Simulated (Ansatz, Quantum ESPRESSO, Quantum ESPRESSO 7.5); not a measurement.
# 2H-NbSTe, 1 layer: response to a perpendicular field

Aim: how 2H-NbSTe, 1 layer screens a field along its normal, and what the field does to its bands.

Main program and level: Quantum ESPRESSO 7.5; plane-wave DFT, RPBE, GBRV ultrasoft pseudopotentials made under PBE (geometry and cross-check by Ansatz 0.2.0 with PAW datasets; geometry under PBE).

### 1. The starting structure

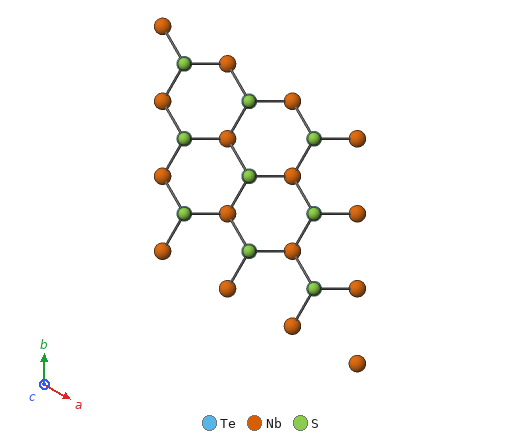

Start, viewed from above; tellurium blue, niobium orange, sulfur green. 3×3×1 cells are drawn. Bonds to atoms that aren't drawn are left out. Some periodic images of atoms are drawn too.

The cell holds 3 atoms: 1 Te, 1 Nb and 1 S. Its edges and angles: a = 3.620 Å, b = 3.620 Å, c = 20.429 Å, α = 90.0°, β = 90.0°, γ = 120.0°. It derives from NbSTe. Vacuum lies along c.

This sheet is a model structure: its symmetry is held, and its stability is not tested here.

This run has no spin polarisation although its electron count is odd. A spin-polarised state was not tried and may lie lower.

### 2. Relaxation with Ansatz

The geometry comes first, from a plane-wave PAW code, so that the later runs on this slab share one structure.

input.yaml reads:

```yaml
crystal:
  lattice:
    - [3.620432, 0.0, 0.0]
    - [-1.810216, 3.1353860847, 0.0]
    - [0.0, 0.0, 20.4289942626]
  atoms:
    - { symbol: Te, position: [0.3333333333, 0.6666666667, 0.4160753041] }
    - { symbol: Nb, position: [0.0, 0.0, 0.5127711414] }
    - { symbol: S, position: [0.3333333333, 0.6666666667, 0.5839246959] }
kpoints:
  mp_grid: { grid: [12, 12, 1] }
hamiltonian:
  xc: pbe
scf:
  occupations: { method: fermi_dirac, width: 0.05 }
  convergence: { dr2_threshold: 1.0e-08 }
efield:
  axis: 3
  dipole_correction: true
  ramp_position: 0.97
  ramp_width: 0.04
relax:
  f_tol: 0.01
  cell: { fix: [c, alpha, beta] }
output:
  write_potential: true
  write_density: true
  volumetric_format: npy
```

Launch:

```bash
> ansatz run input.yaml --threads 4 --pin off --max-ram 8192MiB --backend cpu --events-out ev --progress --plain --runs-dir out
```

Numbers of over 12 decimals in the logs are rounded to 6 here.

The program printed:

```text
Warning: relax.cell: scf.convergence.dr2_threshold = 1e-8 eV is looser than the 3e-10 eV advised for a relaxation that steers and ends on the stress (1e-10 eV for each atom of the cell: 3). What an SCF threshold leaves in a stress goes as its square root, and in the free energy as the threshold itself, and one threshold admits the most on a small cell: [figures from the program's tests cut] Set scf.convergence.dr2_threshold to 3e-10 eV or tighter. The threshold is an SCF's pass mark: one that does not reach it within its budget of iterations ends unconverged, or closes short of it on a stop that the run arms, and scf.convergence.dr2_threshold's page says what that costs each kind of run
Engine: ansatz 0.2.0, x86_64-unknown-linux-gnu
Pseudopotentials: kind: paw
Pseudopotential: Te, paw, valence charge 16, recommended cutoff 420 eV (normal), Te.paw.azcp
Pseudopotential: Nb, paw, valence charge 13, recommended cutoff 420 eV (normal), Nb.paw.azcp
Pseudopotential: S, paw, valence charge 6, recommended cutoff 420 eV (normal), S.paw.azcp
Functional definition: PBE
  parameter kappa = 0.804
  parameter beta = 0.066725
  exchange = pbe_x(kappa = kappa, mu = beta*pi^2/3)
  correlation = pbe_c(beta = beta)
Crystal: 3 atoms, lattice volume = 231.899 Å³
Basis set: ecut = 420 eV, 4461 PW (Γ), exchange–correlation on 50×50×288 points (8 copies of the dense FFT grid, shifted against one another)
Bands: 22, of which v1, the nominal top of the filled ones, is band 18 counted from 1 (17 counted from 0)
Symmetry: 6 space group operations
Space group: P3m1 (ITA 156), of the structure as read, at distance tolerance 6.1e-5 Å
k-points: 19 of 144 (time reversal used)
Non-local potential: Te, projectors of the file, l = 0: 2, l = 1: 2, l = 2: 2, l = 3: 2
Non-local potential: Nb, projectors of the file, l = 0: 3, l = 1: 2, l = 2: 2, l = 3: 1
Non-local potential: S, projectors of the file, l = 0: 2, l = 1: 2, l = 2: 2
PAW form: soft (Blöchl's): semilocal exchange-correlation on the pseudo side does not see the compensation charge
PAW one-centre angular grid: Te, 590 points (default); XC on 64 Gauss nodes
PAW one-centre angular grid: Nb, 590 points (default); XC on 64 Gauss nodes
PAW one-centre angular grid: S, 110 points (default); XC on 64 Gauss nodes
Initial density: superposition of atomic densities (neutral atoms: chi_scale 0, normalization atom), corrected by the library's trained network
Initial wavefunctions: pseudopotential atomic-orbital guess
Functional: x = pbe(κ = 0.804, μ = 0.219515), c = pbe(β = 0.066725)
SCF iter   1: F=—  HF=-12436.435185 eV  |F-HF|=—  |Δ(HF+E_count)|=         —  Δρ=3.41e-3  dr2=2.59e-1  ethr=1.77e-3  p=-0.074 e·Å  D=-5.78e-2 V/Å  ΔV_dip=1.18 eV  dr2_dipole=6.99e-2  V_vac-E_F(+/−)=5.63/4.45 eV  ⟨swp⟩=9.4  Hψ=2406  notcnv=0
efield: sawtooth ramp at fractional position 0.9700 (set: `efield.ramp_position`, or a place that a band, a saddle search or an elastic batch's reference lends), width 0.0400; the density the first Hamiltonian is built on has a dipole p = -0.074 e·Å; the dipole correction subtracts the counter field D = -5.78e-2 V/Å, which shifts the + side's vacuum level by +1.18 eV against the − side's; the planar-averaged density in the ramp window peaks in size at 1.0e-5 e/Å³
preconditioner: auto → LDOS  [metal: Δε(μ)=0.018 eV  Ē_g=6.987 eV  σ=0.050 eV  W_gap=0.09  n_scr=12 (ndim 8)  ℏωp=10.1 eV  f_vac=0.654  D(μ)=4.46/eV (n_scr^D=12)  β→1.0]
SCF iter   2: F=—  HF=-12436.426053 eV  |F-HF|=—  |Δ(HF+E_count)|=   9.13e-3  Δρ=2.26e-3  dr2=3.70e-2  ethr=7.39e-4  p=-0.036 e·Å  D=-2.79e-2 V/Å  ΔV_dip=0.57 eV  dr2_dipole=4.10e-4  V_vac-E_F(+/−)=5.75/5.18 eV  ⟨swp⟩=2.8  Hψ=720  notcnv=0
SCF iter   3: F=—  HF=-12436.420539 eV  |F-HF|=—  |Δ(HF+E_count)|=   5.51e-3  Δρ=1.10e-3  dr2=1.69e-2  ethr=1.06e-4  p=-0.054 e·Å  D=-4.18e-2 V/Å  ΔV_dip=0.85 eV  dr2_dipole=4.74e-3  V_vac-E_F(+/−)=5.72/4.87 eV  ⟨swp⟩=2.9  Hψ=836  notcnv=0
SCF iter   4: F=—  HF=-12436.419088 eV  |F-HF|=—  |Δ(HF+E_count)|=   1.45e-3  Δρ=3.85e-4  dr2=3.15e-3  ethr=4.84e-5  p=-0.049 e·Å  D=-3.85e-2 V/Å  ΔV_dip=0.79 eV  dr2_dipole=8.96e-4  V_vac-E_F(+/−)=5.70/4.92 eV  ⟨swp⟩=1.8  Hψ=493  notcnv=0
SCF iter   5: F=—  HF=-12436.418849 eV  |F-HF|=—  |Δ(HF+E_count)|=   2.39e-4  Δρ=1.39e-4  dr2=2.27e-4  ethr=9.00e-6  p=-0.047 e·Å  D=-3.65e-2 V/Å  ΔV_dip=0.74 eV  dr2_dipole=6.05e-5  V_vac-E_F(+/−)=5.70/4.95 eV  ⟨swp⟩=1.7  Hψ=435  notcnv=0
SCF iter   6: F=—  HF=-12436.418837 eV  |F-HF|=—  |Δ(HF+E_count)|=   1.17e-5  Δρ=5.40e-5  dr2=1.54e-5  ethr=6.49e-7  p=-0.046 e·Å  D=-3.57e-2 V/Å  ΔV_dip=0.73 eV  dr2_dipole=5.30e-7  V_vac-E_F(+/−)=5.69/4.96 eV  ⟨swp⟩=2.0  Hψ=532  notcnv=0
SCF iter   7: F=—  HF=-12436.418876 eV  |F-HF|=—  |Δ(HF+E_count)|=   3.87e-5  Δρ=2.24e-5  dr2=2.55e-6  ethr=4.41e-8  p=-0.046 e·Å  D=-3.56e-2 V/Å  ΔV_dip=0.73 eV  dr2_dipole=7.84e-8  V_vac-E_F(+/−)=5.69/4.96 eV  ⟨swp⟩=2.0  Hψ=582  notcnv=0
SCF iter   8: F=—  HF=-12436.418943 eV  |F-HF|=—  |Δ(HF+E_count)|=   6.65e-5  Δρ=7.16e-6  dr2=1.77e-7  ethr=7.28e-9  p=-0.046 e·Å  D=-3.56e-2 V/Å  ΔV_dip=0.73 eV  dr2_dipole=2.60e-9  V_vac-E_F(+/−)=5.69/4.96 eV  ⟨swp⟩=2.0  Hψ=539  notcnv=0
SCF iter   9: F=—  HF=-12436.418943 eV  |F-HF|=—  |Δ(HF+E_count)|=   5.04e-8  Δρ=2.13e-6  dr2=1.43e-8  ethr=5.06e-10  p=-0.046 e·Å  D=-3.56e-2 V/Å  ΔV_dip=0.73 eV  dr2_dipole=1.20e-9  V_vac-E_F(+/−)=5.69/4.96 eV  ⟨swp⟩=2.0  Hψ=581  notcnv=0
SCF iter  10: F=-12436.418943 eV  HF=-12436.418943 eV  |F-HF|=1.23e-8  |Δ(HF+E_count)|=   4.51e-8  Δρ=7.18e-7  dr2=1.14e-9  ethr=2.86e-11  p=-0.046 e·Å  D=-3.56e-2 V/Å  ΔV_dip=0.73 eV  dr2_dipole=2.47e-12  V_vac-E_F(+/−)=5.69/4.96 eV  ⟨swp⟩=9.0  Hψ=2689  notcnv=0
SCF 1 converged in 10 iterations: F = -12436.418943 eV  dr2 = 1.14e-9
  greatest PAW one-centre occupation: 0.998 electrons in one spin orbital (limit 2), on the Nb atom at site 1 (counted from 0), in its partial waves of l = 0
relax step   1: F+E_penalty+E_count = -12436.41894272 eV  Δ(F+E_penalty+E_count) = +0.000e0 eV  max|allowed force component| = 9.129e-1 eV/Å  Δτ_max = 0.0000 Å  P = -1.837 GPa  Ω = 231.899 Å³  fix = [c, alpha, beta]  reactions: c -1.713 GPa  (10 SCF iters, accepted)
Crystal: 3 atoms, lattice volume = 219.539 Å³
Basis set: ecut = 420 eV, 4275 PW (Γ), exchange–correlation on 50×50×288 points (8 copies of the dense FFT grid, shifted against one another)
Initial density: handed on by an earlier stage of this run
Initial wavefunctions: those handed on with the density
iter 1 solved again at ethr=6.24e-4 eV; its pass at ethr=3.10e-3 eV (dr2=2.18e-1 eV) is discarded
[...]
SCF iter   9: F=-12436.517263 eV  HF=-12436.517263 eV  |F-HF|=1.59e-8  |Δ(HF+E_count)|=   7.09e-8  Δρ=8.86e-7  dr2=2.25e-9  ethr=2.86e-11  p=-0.039 e·Å  D=-3.24e-2 V/Å  ΔV_dip=0.66 eV  dr2_dipole=9.60e-11  V_vac-E_F(+/−)=5.56/4.90 eV  ⟨swp⟩=9.9  Hψ=2798  notcnv=0
SCF 3 converged in 9 iterations: F = -12436.517263 eV  dr2 = 2.25e-9
relax step   3: F+E_penalty+E_count = -12436.51726287 eV  Δ(F+E_penalty+E_count) = -6.890e-2 eV  max|allowed force component| = 1.313e-1 eV/Å  Δτ_max = 0.0876 Å  P = -0.070 GPa  Ω = 219.330 Å³  energy of the carried Pulay correction = +4.813e-4 eV  fix = [c, alpha, beta]  reactions: c -0.295 GPa  (9 SCF iters, accepted)
[...]
relax step   4: F+E_penalty+E_count = -12436.51893290 eV  Δ(F+E_penalty+E_count) = -1.670e-3 eV  max|allowed force component| = 1.858e-2 eV/Å  Δτ_max = 0.0133 Å  P = -0.036 GPa  Ω = 220.827 Å³  energy of the carried Pulay correction = +4.226e-4 eV  fix = [c, alpha, beta]  reactions: c -0.032 GPa  (8 SCF iters, accepted)
[...]
relax step   5: F+E_penalty+E_count = -12436.51892256 eV  Δ(F+E_penalty+E_count) = +1.034e-5 eV  max|allowed force component| = 3.763e-2 eV/Å  Δτ_max = 0.0021 Å  P = +0.021 GPa  Ω = 220.560 Å³  energy of the carried Pulay correction = +4.331e-4 eV  fix = [c, alpha, beta]  (7 SCF iters, rejected (line search))
[...]
relax step   6: F+E_penalty+E_count = -12436.51896906 eV  Δ(F+E_penalty+E_count) = -3.615e-5 eV  max|allowed force component| = 1.466e-3 eV/Å  Δτ_max = 0.0008 Å  P = -0.007 GPa  Ω = 220.696 Å³  energy of the carried Pulay correction = +4.277e-4 eV  fix = [c, alpha, beta]  reactions: c -0.003 GPa  (7 SCF iters, accepted)
Basis set: ecut = 420 eV, 4311 PW (Γ), exchange–correlation on 48×48×288 points (8 copies of the dense FFT grid, shifted against one another)
Initial wavefunctions: pseudopotential atomic-orbital guess (no wavefunctions were taken with the density)
iter 1 solved again at ethr=2.50e-7 eV; its pass at ethr=3.10e-3 eV (dr2=8.74e-5 eV) is discarded
SCF iter   1: F=—  HF=-12436.518467 eV  |F-HF|=—  |Δ(HF+E_count)|=         —  Δρ=3.05e-5  dr2=2.77e-7  ethr=2.50e-7  p=-0.038 e·Å  D=-3.08e-2 V/Å  ΔV_dip=0.63 eV  dr2_dipole=1.15e-10  V_vac-E_F(+/−)=5.56/4.93 eV  ⟨swp⟩=4.3  Hψ=3896  notcnv=0
efield: sawtooth ramp at fractional position 0.9700 (set: `efield.ramp_position`, or a place that a band, a saddle search or an elastic batch's reference lends), width 0.0400; the density the first Hamiltonian is built on has a dipole p = -0.038 e·Å; the dipole correction subtracts the counter field D = -3.08e-2 V/Å, which shifts the + side's vacuum level by +0.63 eV against the − side's; the planar-averaged density in the ramp window peaks in size at 3.7e-6 e/Å³
preconditioner: auto → LDOS  [metal: Δε(μ)=0.020 eV  Ē_g=7.367 eV  σ=0.050 eV  W_gap=0.10  n_scr=12 (ndim 8)  ℏωp=10.3 eV  f_vac=0.654  D(μ)=4.50/eV (n_scr^D=12)  β→1.0]
SCF iter   2: F=—  HF=-12436.518536 eV  |F-HF|=—  |Δ(HF+E_count)|=   6.92e-5  Δρ=6.09e-6  dr2=7.71e-8  ethr=7.90e-10  p=-0.038 e·Å  D=-3.08e-2 V/Å  ΔV_dip=0.63 eV  dr2_dipole=3.48e-9  V_vac-E_F(+/−)=5.56/4.93 eV  ⟨swp⟩=2.9  Hψ=843  notcnv=0
SCF iter   3: F=-12436.518536 eV  HF=-12436.518536 eV  |F-HF|=4.19e-9  |Δ(HF+E_count)|=   4.85e-8  Δρ=1.30e-6  dr2=3.84e-9  ethr=2.86e-11  p=-0.038 e·Å  D=-3.08e-2 V/Å  ΔV_dip=0.63 eV  dr2_dipole=4.83e-11  V_vac-E_F(+/−)=5.56/4.93 eV  ⟨swp⟩=10.6  Hψ=3353  notcnv=0
SCF 7 converged in 3 iterations: F = -12436.518536 eV  dr2 = 3.84e-9
relax step   7: F+E_penalty+E_count = -12436.51853597 eV  Δ(F+E_penalty+E_count) = +4.331e-4 eV  max|allowed force component| = 1.309e-3 eV/Å  Δτ_max = 0.0000 Å  P = -0.006 GPa  Ω = 220.696 Å³  fix = [c, alpha, beta]  reactions: c -0.002 GPa  stress off target by 8.46e-3 GPa on what of the cell is left free  SCF on the basis re-selected at this cell (its energy is not comparable with the rows above)  (3 SCF iters)
basis re-selected at this cell: Δ(F+E_penalty+E_count) = +4.331e-4 eV, ΔP = +0.000 GPa vs the last step (what re-selecting the basis moved, of the pressure what is left beyond the Pulay correction that the steps carried, after the strain that the cell walked since its last selection, with what the two solves' SCF thresholds leave and, on support functions, any second-order correction that the steps lacked; it is no measure of the basis error at this ecutwfc). The dense FFT grid was sized anew with the basis: this SCF ran on 24×24×144 points, the steps before it on 25×25×144, so part of this shift can come from that change (see relax.cell in the input reference). [rest of the remark cut]
WARN: The input density's exchange-correlation potential varies sharply where the density is thin. Do not read a vacuum level from v_tot or v_xc, or from such a field of the output density. On a cell that repeats whose density bears no net charge and no dipole along the vacuum's axis use v_es (v_loc + v_h of the components); under efield.dipole_correction with no amplitude use v_es + v_field, which holds any external [...]
SCF converged after 3 iterations
Free energy (F): -12436.518536 eV
Harris-Foulkes:  -12436.518536 eV  (|F-HF|=4.19e-9)
Internal energy: -12436.483881 eV  (E = F + TS)
E sigma→0 (E₀):  -12436.501208 eV
Entropy (-TS):   -0.034655 eV (-11.552 meV/atom)
Fermi energy:    -0.267211 eV
Dipole field:    D = -0.030769 V/Å  (p = -0.037527 e·Å, saw-weighted, corrected)
Work function:   Φ+ = 5.5600 eV   Φ− = 4.9314 eV
Levels:          The Fermi level and band energies are counted from a zero that moves with the ramp; work functions are not
--- Per-component energies (eV) ---
  E_band       = -751.261922
  E_kinetic    = 680.666256
  E_local      = -22511.263474  (includes V_loc(G=0)·N_el)
  E_nonlocal   = -162.437133
  E_hartree    = 11069.152138
  E_xc         = -396.605329
  E_vxc        = -404.074687  (∫ρ·V_xc dr)
  E_paw        = -8336.001863  (= ΣΔE_a)
  E_vpaw       = -492.265588  (= ΣTr[D̂ρ^β])
  E_aug_tail   = -0.000169  (compensation charges beyond the density's cutoff)
  E_efield     = 0.000577  (sawtooth field / dipole correction)
  E_vefield    = -0.190940  (∫n·V_field dr)
  E_ewald      = 7220.005116
  E_smearing   = -0.034655  (= −TS)
  E_closure    = -0.000000  (closes the sum)
  Σ components = -12436.518536   (vs F -12436.518536, Δ=0.00e0)
--- Forces (eV/Å), atoms counted from 1 ---
  atom   1  Te     0.00000000    -0.00000000     0.00130855
  atom   2  Nb    -0.00000000    -0.00000000    -0.00088710
  atom   3  S      0.00000000    -0.00000000    -0.00042322
  max |Σ_I F_I| component: 1.77e-6 eV/Å
--- Stress (GPa, compression-positive) ---
       -0.008462       0.000000       0.000000
        0.000000      -0.008462       0.000000
        0.000000       0.000000      -0.002323
  P = ⅓ Tr σ = -0.0064 GPa (-0.064 kbar)
--- Band table (eV; the first three rows and the last of 19) ---
  k-point 0: bands = [... 14 lower, -2.2045, -0.7512, -0.7512, 0.6561, 2.5273, 2.5273, 3.0300, 3.0300]
  k-point 1: bands = [... 14 lower, -2.1478, -0.9363, -0.8315, 0.5567, 2.3832, 2.6275, 2.6711, 2.9329]
  k-point 2: bands = [... 14 lower, -2.2251, -1.3864, -0.9753, 0.2157, 1.8558, 2.4818, 2.6216, 3.0921]
  k-point 18: bands = [... 14 lower, -3.5505, -3.0640, -1.8239, -0.0759, 1.2459, 2.6209, 3.0743, 4.0598]
--- Relaxed structure (6 steps of the walk, 5 accepted, 1 SCFs on fresh bases) ---
  F+E_penalty+E_count = -12436.51853597 eV   max|allowed force component| = 1.309e-3 eV/Å   (the final SCF, on the basis selected at the relaxed cell)
  cell:  # Å, volume = 220.6961 Å³
    - [3.531901, 0.0, 0]
    - [-1.765951, 3.058716, 0]
    - [0, 0, 20.4289942626]
  atoms:
    - { symbol: Te, position: [0.333333, 0.666667, 0.417426] }
    - { symbol: Nb, position: [4.256643949678131e-19, -3.700743415524894e-17, 0.513360] }
    - { symbol: S, position: [0.333333, 0.666667, 0.581986] }
```

Elapsed: 14 s, on 4 threads of Intel Xeon Platinum 8488C (Sapphire Rapids), shared host; peak memory 0.62 GiB.

The steps of the relaxation:

```csv
step,energy less that of the first step (eV),largest force component (eV/Å),pressure (GPa),volume (Å³)
1,0.0000,0.9129,-1.84,231.90
2,-0.0294,1.2671,1.45,219.54
3,-0.0983,0.1313,-0.07,219.33
4,-0.1000,0.0186,-0.04,220.83
5,-0.1000,0.0376,0.02,220.56
6,-0.1000,0.0015,-0.01,220.70
7*,-0.0996,0.0013,-0.01,220.70
```

Relaxation steps marked * repeat the geometry before them on a plane-wave basis chosen anew for their cell, so energy and pressure can jump there. Relaxation step 5 was tried and not accepted.

Forces are held to the 6 operations that the run works with; a distortion that breaks them can't arise in this run.

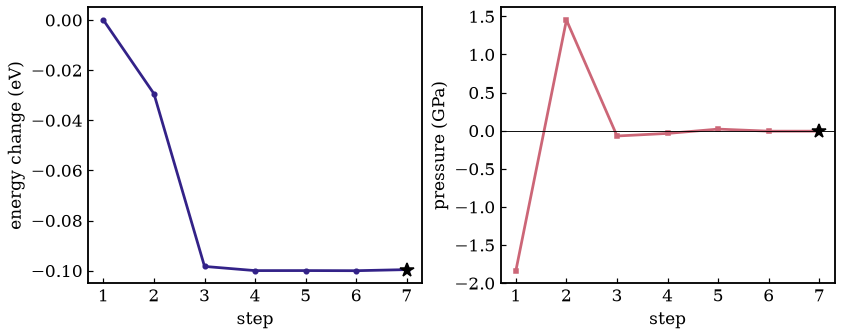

Energy and pressure along the relaxation. Stars mark steps on a basis chosen anew.

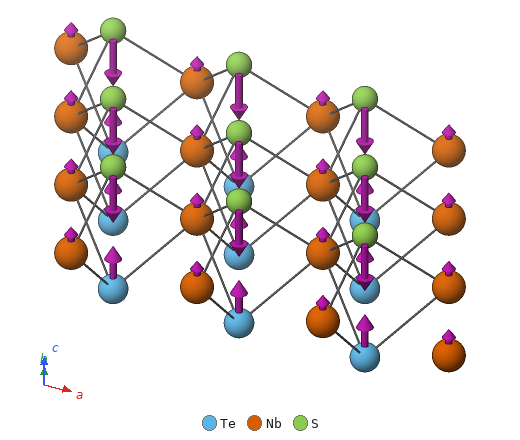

Displacements in the relaxation, exaggerated, measured against the changing cell; the longest in the cell stands for 0.04 Å. Bonds to atoms that aren't drawn are left out. 3×3×1 cells are drawn. Some periodic images of atoms are drawn too.

```csv
cell as run,before,after,change
a (Å),3.620,3.532,-2.4 %
b (Å),3.620,3.532,-2.4 %
```

The atoms that moved most (Å, along periodic axes as changes of fractional coordinates times the final cell, across vacuum about the mean position):

```csv
atom,dx,dy,dz,length
S3,0.000,0.000,-0.040,0.040
Te1,0.000,0.000,0.028,0.028
Nb2,0.000,0.000,0.012,0.012
```

The relaxed structure:

```xyz
3
Lattice="3.5319 0.0000 0.0000 -1.7660 3.0587 0.0000 0.0000 0.0000 20.4290" Properties=species:S:1:pos:R:3
Te    0.0000    2.0391    8.5276
Nb    0.0000    0.0000   10.4874
S     0.0000    2.0391   11.8894
```

Numbers from this step:

| Property | Result |
| --- | --- |
| free energy | -12436.5185 eV |
| energy at zero smearing | -12436.5012 eV |
| smearing term TS | 0.03466 eV |
| Fermi energy | -0.2672 eV |
| symmetry operations | 6 |
| work function of the upper face | 5.560 eV |
| work function of the lower face | 4.931 eV |
| dipole along the normal | -0.03753 e·Å |

[end of part 1 of 7]

[Logs are printed without paths, hosts, clocks, repeated set-up lines and the standing remarks that a program may print on its own settings, such as how far it seeks lower states.]

[Hosts, paths, dates, database ids (printed as entryN), source tags and the programs' standing remarks are cut or masked in the printed files.]

[Maps of the electrostatic potential energy from Ansatz leave out the sawtooth potential of an applied field or a dipole correction, so their vacuum need not be flat; planar profiles and work functions include it.]
